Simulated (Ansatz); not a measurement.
CH₅BMg: nudged elastic band

System: CH₅BMg.
Method: RKS PBE0-D4/def2-SVPD (Ansatz 0.2.0).

It belongs to a series of runs on one base structure; here: band between the two ends. Figures and captions count atoms from 1; the log counts them from 0 in places.

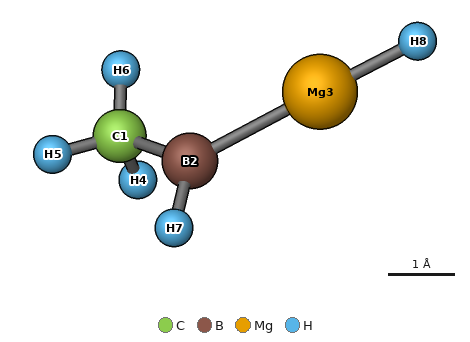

**Figure 1.** The structure as given in the input (ball-and-stick view, seen at a tilt; atoms are numbered from 1 in the order of the input). Sticks mark near contacts. Bond lengths as drawn: B–C 1.56 Å, B–H 1.22 Å, B–Mg 2.30 Å, C–H 1.10 to 1.11 Å and H–Mg 1.72 Å.

### Key numbers

```csv
quantity,value
outcome,converged
"barrier, forward",0.035 eV
"barrier, backward",0.035 eV
hardware,"2 threads of Intel Xeon @ 2.90GHz (Ice Lake), 16 GiB of memory available, shared host"
wall time,56 s (CPU time 1.8 min)
peak memory,0.19 GiB
```

The order of the saddle point was not checked.

### The input
```yaml
crystal:
  periodic: [false, false, false]
  atoms:
    - { symbol: C, position_ang: [-0.285871, 0.955801, -0.78596] }
    - { symbol: B, position_ang: [0.302373, 0.248164, 0.477094] }
    - { symbol: Mg, position_ang: [0.395861, -2.014026, 0.893956] }
    - { symbol: H, position_ang: [-1.313811, 1.199125, -0.432685] }
    - { symbol: H, position_ang: [0.1646, 1.931302, -1.030742] }
    - { symbol: H, position_ang: [-0.411763, 0.361313, -1.701065] }
    - { symbol: H, position_ang: [0.669818, 1.016469, 1.350334] }
    - { symbol: H, position_ang: [0.478804, -3.698138, 1.229058] }
basis:
  gaussian: { orbitals: def2-SVPD }
hamiltonian:
  xc: pbe0
  dispersion: d4
neb:
  order_check: false
  images: 5
  f_tol: 0.05
  max_iterations: 60
  final_atoms:
    - { symbol: C, position_ang: [-0.3924372, 0.93876383, -0.75864078] }
    - { symbol: B, position_ang: [0.54363704, 0.17705241, 0.23308849] }
    - { symbol: Mg, position_ang: [0.28982809, -1.97028546, 1.02065208] }
    - { symbol: H, position_ang: [-1.07907176, 0.34926325, -1.38081187] }
    - { symbol: H, position_ang: [-1.03208642, 1.50675972, -0.04474411] }
    - { symbol: H, position_ang: [0.09972427, 1.71172915, -1.37033857] }
    - { symbol: H, position_ang: [1.45023152, 0.85943783, 0.68035217] }
    - { symbol: H, position_ang: [0.12018546, -3.57271073, 1.6204326] }
  initial_path:
    images:
      - { positions_ang: [[-0.285871, 0.955801, -0.78596], [0.302373, 0.248164, 0.477094], [0.395861, -2.014026, 0.893956], [-1.313811, 1.199125, -0.432685], [0.1646, 1.931302, -1.030742], [-0.411763, 0.361313, -1.701065], [0.669818, 1.016469, 1.350334], [0.478804, -3.698138, 1.229058]] }
      - { positions_ang: [[-0.28034909, 0.87090942, -0.72771004], [0.43219131, 0.31164538, 0.52220151], [0.41450845, -1.8819638, 0.93185796], [-1.23174669, 0.783303, -0.45797908], [-0.14680043, 1.84529956, -0.8937814], [-0.21595051, 0.42062576, -1.66899021], [0.83433298, 1.15483932, 1.24791114], [0.19382497, -3.50464865, 1.04648013]] }
      - { positions_ang: [[-0.27482717, 0.78601784, -0.66946008], [0.56200961, 0.37512676, 0.56730901], [0.4331559, -1.74990159, 0.96975991], [-1.14968237, 0.36748101, -0.48327317], [-0.45820086, 1.75929712, -0.75682079], [-0.02013802, 0.47993852, -1.63691542], [0.99884797, 1.29320964, 1.14548827], [-0.09115406, -3.31115929, 0.86390226]] }
      - { positions_ang: [[-0.26930526, 0.70112626, -0.61121012], [0.69182792, 0.43860814, 0.61241652], [0.45180335, -1.61783939, 1.00766187], [-1.06761806, -0.04834099, -0.50856725], [-0.76960128, 1.67329468, -0.61986019], [0.17567447, 0.53925128, -1.60484063], [1.16336295, 1.43157996, 1.04306541], [-0.37613309, -3.11766994, 0.68132438]] }
      - { positions_ang: [[-0.31034924, 0.78033878, -0.66035367], [0.64243096, 0.3514229, 0.48597384], [0.3978116, -1.73532141, 1.01199194], [-1.07143596, 0.08419375, -0.79931546], [-0.85709633, 1.61778303, -0.42815483], [0.15035774, 0.93007724, -1.52667328], [1.25898581, 1.24086592, 0.922161], [-0.21069357, -3.2693502, 0.99436045]] }
      - { positions_ang: [[-0.35139322, 0.8595513, -0.70949723], [0.593034, 0.26423765, 0.35953117], [0.34381985, -1.85280343, 1.01632201], [-1.07525386, 0.2167285, -1.09006367], [-0.94459138, 1.56227138, -0.23644947], [0.12504101, 1.32090319, -1.44850592], [1.35460866, 1.05015188, 0.80125658], [-0.04525406, -3.42103047, 1.30739653]] }
      - { positions_ang: [[-0.3924372, 0.93876383, -0.75864078], [0.54363704, 0.17705241, 0.23308849], [0.28982809, -1.97028546, 1.02065208], [-1.07907176, 0.34926325, -1.38081187], [-1.03208642, 1.50675972, -0.04474411], [0.09972427, 1.71172915, -1.37033857], [1.45023152, 0.85943783, 0.68035217], [0.12018546, -3.57271073, 1.6204326]] }
```

Run as:
```bash
ansatz run input.yaml --threads 2 --pin off --max-ram 3072MiB --backend cpu --events-out ev --progress --plain --runs-dir out
```

### Output
```
Engine: ansatz 0.2.0, x86_64-unknown-linux-gnu
Functional definition: PBE0
  parameter a = 0.25
  parameter kappa = 0.804
  parameter beta = 0.06672455060314922
  exchange = (1 - a)*pbe_x(kappa = kappa, mu = beta*pi^2/3) + a*exact_x
  correlation = pbe_c(beta = beta)
856 factors; their error is unknown
mean field evaluation 1: about -7224.0481 eV, gradient 4.2e1 eV
mean field evaluation 2: about -7222.4027 eV, gradient 4.7e1 eV
mean field evaluation 4: about -7228.9749 eV, gradient 7.0e-1 eV
mean field evaluation 8: about -7229.0211 eV, gradient 1.3e-1 eV
mean field -7229.02110154 eV, -265.6616254750 hartree, gradient 3.0e-5 eV, S^2 0.000000; 0 other end points of the search recorded, 0 dependent functions left out
the calculation of the forces begins
reference -7229.02114612 eV, -265.6616271134 hartree; 14, 14 occupied and 87, 87 virtual orbitals, 856 factors
856 factors; their error is unknown
mean field evaluation 16: about -7224.0433 eV, gradient 4.2e1 eV
mean field -7229.02106472 eV, -265.6616241221 hartree, gradient 3.0e-5 eV, S^2 0.000000; 0 other end points of the search recorded, 0 dependent functions left out
[... from here on the field's lines of each further geometry are left out, up to the last ...]
NEB iter   1: max|band force component| = 5.015e0 eV/Å  barrier→ = 0.9618 eV  barrier← = 0.9618 eV  Δτ_max = 0.1984 Å  (174 SCF iters)
NEB iter   2: max|band force component| = 1.264e0 eV/Å  barrier→ = 0.2266 eV  barrier← = 0.2266 eV  Δτ_max = 0.1977 Å  (150 SCF iters)
NEB iter   3: max|band force component| = 3.739e-1 eV/Å  barrier→ = 0.1315 eV  barrier← = 0.1315 eV  CI = image 3  Δτ_max = 0.1964 Å  (142 SCF iters)
NEB iter   4: max|band force component| = 3.144e-1 eV/Å  barrier→ = 0.0849 eV  barrier← = 0.0849 eV  CI = image 3  Δτ_max = 0.1962 Å  (145 SCF iters)
NEB iter   5: max|band force component| = 2.492e-1 eV/Å  barrier→ = 0.0500 eV  barrier← = 0.0500 eV  CI = image 3  Δτ_max = 0.1960 Å  (147 SCF iters)
NEB iter   6: max|band force component| = 2.229e-1 eV/Å  barrier→ = 0.0369 eV  barrier← = 0.0369 eV  CI = image 2  Δτ_max = 0.1500 Å  (137 SCF iters)
NEB iter   7: max|band force component| = 1.933e-1 eV/Å  barrier→ = 0.0362 eV  barrier← = 0.0362 eV  CI = image 2  Δτ_max = 0.0421 Å  (140 SCF iters)
the calculation of the forces begins
reference -7229.01584800 eV, -265.6614324110 hartree; 14, 14 occupied and 87, 87 virtual orbitals, 856 factors
856 factors; their error is unknown
mean field -7228.98554865 eV, -265.6603189307 hartree, gradient 9.7e-6 eV, S^2 0.000000; 1 other end points of the search recorded, 0 dependent functions left out
the calculation of the forces begins
reference -7228.98559307 eV, -265.6603205629 hartree; 14, 14 occupied and 87, 87 virtual orbitals, 856 factors
NEB iter   8: max|band force component| = 3.214e-2 eV/Å  barrier→ = 0.0352 eV  barrier← = 0.0352 eV  CI = image 2  Δτ_max = 0.0000 Å  (272 SCF iters)
```

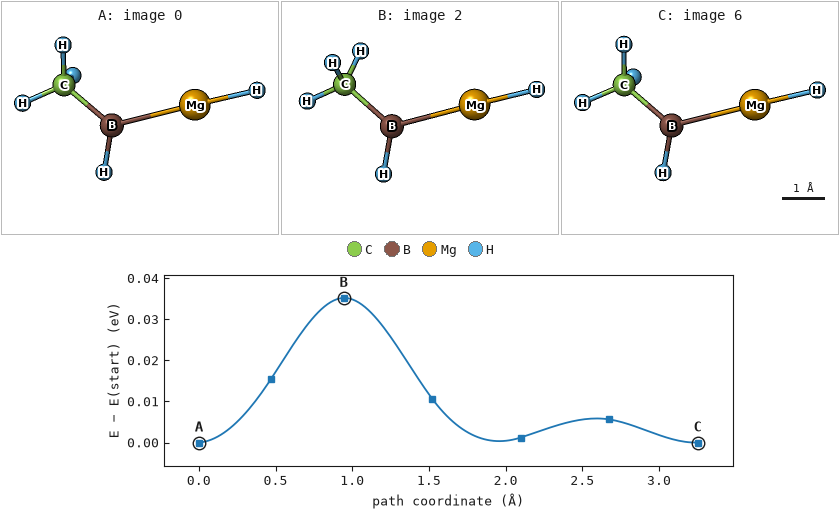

**Figure 2.** Images of the last band (counted from 0; ball-and-stick, seen at a tilt) above the energy along the path; the line is a cubic interpolation that uses the forces. The highest image is number 2, 0.035 eV above the start and 0.035 eV above the end (the climbing image); start and end have the same energy. The path is 3.25 Å long. The band converged in 8 iterations.

```
Total energy: -7229.07313295 eV, -265.6635375941 hartree
Atom 0 at    -0.357345     0.981639    -0.726681 Å, force    -0.023725     0.017706    -0.017727 eV/Å
Atom 1 at     0.378419     0.286764     0.474239 Å, force    -0.000279     0.007494     0.000258 eV/Å
Atom 2 at     0.345161    -1.971676     0.925342 Å, force     0.000101    -0.019590     0.005006 eV/Å
Atom 3 at    -1.438446     0.748924    -0.685510 Å, force     0.032351     0.003105    -0.001816 eV/Å
Atom 4 at    -0.241480     2.073462    -0.811416 Å, force    -0.000893    -0.023341    -0.000163 eV/Å
Atom 5 at    -0.035890     0.520959    -1.679331 Å, force    -0.009395     0.008490     0.011487 eV/Å
Atom 6 at     1.013192     1.014270     1.218636 Å, force     0.001408     0.001606     0.003555 eV/Å
Atom 7 at     0.336400    -3.654331     1.284711 Å, force     0.000432     0.004529    -0.000600 eV/Å
Dipole moment:    -0.061359     0.205619    -0.132207 e Å
this run last wrote the band of iteration 8 to [file]
```

### The last band as extended XYZ (Å, eV, eV/Å)
```
8
Properties=species:S:1:pos:R:3:forces:R:3 image=0 energy=-7229.10829
C    -0.2859    0.9558   -0.7860   -0.0016  -0.0009  -0.0065
B     0.3024    0.2482    0.4771    0.0010  -0.0062   0.0035
Mg    0.3959   -2.0140    0.8940   -0.0001   0.0047   0.0002
H    -1.3138    1.1991   -0.4327   -0.0026   0.0014   0.0039
H     0.1646    1.9313   -1.0307    0.0036   0.0015   0.0010
H    -0.4118    0.3613   -1.7011    0.0002  -0.0008  -0.0011
H     0.6698    1.0165    1.3503   -0.0010   0.0034  -0.0004
H     0.4788   -3.6981    1.2291    0.0005  -0.0031  -0.0006
8
Properties=species:S:1:pos:R:3:forces:R:3 image=1 energy=-7229.09274
C    -0.2961    0.9699   -0.7662    0.0227  -0.0174  -0.0166
B     0.3726    0.2744    0.4677   -0.0189   0.0051  -0.0051
Mg    0.3787   -1.9891    0.8964    0.0079  -0.0005  -0.0060
H    -1.3765    0.9437   -0.5033    0.0049   0.0181   0.0262
H    -0.0423    2.0279   -0.9330    0.0221  -0.0034  -0.0127
H    -0.2363    0.4183   -1.7165   -0.0243  -0.0041  -0.0019
H     0.8398    1.0270    1.3053   -0.0230   0.0030   0.0182
H     0.3602   -3.6721    1.2496    0.0086  -0.0008  -0.0021
8
Properties=species:S:1:pos:R:3:forces:R:3 image=2 energy=-7229.07309
C    -0.3573    0.9816   -0.7267   -0.0237   0.0177  -0.0177
B     0.3784    0.2868    0.4742   -0.0003   0.0075   0.0003
Mg    0.3452   -1.9717    0.9253    0.0001  -0.0196   0.0050
H    -1.4384    0.7489   -0.6855    0.0324   0.0031  -0.0018
H    -0.2415    2.0735   -0.8114   -0.0009  -0.0233  -0.0002
H    -0.0359    0.5210   -1.6793   -0.0094   0.0085   0.0115
H     1.0132    1.0143    1.2186    0.0014   0.0016   0.0036
H     0.3364   -3.6543    1.2847    0.0004   0.0045  -0.0006
8
Properties=species:S:1:pos:R:3:forces:R:3 image=3 energy=-7229.09757
C    -0.4337    0.9756   -0.6873   -0.0095   0.0119   0.0023
B     0.3745    0.2767    0.4551   -0.0050   0.0033  -0.0094
Mg    0.3054   -1.9613    0.9732    0.0068  -0.0296   0.0241
H    -1.4289    0.5639   -0.9102    0.0077  -0.0073  -0.0127
H    -0.4807    2.0750   -0.6527   -0.0212  -0.0023   0.0022
H     0.1804    0.7193   -1.5805    0.0165   0.0274   0.0169
H     1.1765    0.9866    1.0382    0.0152  -0.0011  -0.0263
H     0.3065   -3.6358    1.3643   -0.0105  -0.0021   0.0029
8
Properties=species:S:1:pos:R:3:forces:R:3 image=4 energy=-7229.10707
C    -0.4466    0.9597   -0.7014   -0.0059  -0.0088   0.0190
B     0.4045    0.2252    0.3856    0.0157  -0.0128   0.0191
Mg    0.3144   -1.9901    1.0013   -0.0116  -0.0109  -0.0078
H    -1.3332    0.4494   -1.1011    0.0014  -0.0010   0.0024
H    -0.7047    1.9978   -0.4350   -0.0028   0.0247  -0.0013
H     0.2727    1.0637   -1.5424    0.0113  -0.0047  -0.0230
H     1.2476    0.9341    0.9109   -0.0139   0.0122  -0.0092
H     0.2453   -3.6397    1.4820    0.0059   0.0012   0.0007
8
Properties=species:S:1:pos:R:3:forces:R:3 image=5 energy=-7229.10265
C    -0.4175    0.9407   -0.7405    0.0038  -0.0180   0.0037
B     0.4600    0.1907    0.3187    0.0107  -0.0050   0.0086
Mg    0.3004   -1.9926    1.0286   -0.0109  -0.0088  -0.0065
H    -1.1990    0.3734   -1.2635    0.0060  -0.0001  -0.0019
H    -0.8991    1.7943   -0.2244   -0.0054   0.0130   0.0082
H     0.2355    1.4227   -1.4916    0.0009   0.0081  -0.0049
H     1.3243    0.8959    0.8142   -0.0075   0.0089  -0.0118
H     0.1955   -3.6251    1.5586    0.0025   0.0019   0.0046
8
Properties=species:S:1:pos:R:3:forces:R:3 image=6 energy=-7229.10827
C    -0.3924    0.9388   -0.7586   -0.0104   0.0032   0.0027
B     0.5436    0.1771    0.2331    0.0052  -0.0038   0.0122
Mg    0.2898   -1.9703    1.0207    0.0002  -0.0036  -0.0002
H    -1.0791    0.3493   -1.3808   -0.0058  -0.0045  -0.0052
H    -1.0321    1.5068   -0.0447   -0.0007   0.0016  -0.0040
H     0.0997    1.7117   -1.3703    0.0058   0.0072  -0.0048
H     1.4502    0.8594    0.6804    0.0053   0.0008  -0.0006
H     0.1202   -3.5727    1.6204    0.0005  -0.0009   0.0000
```
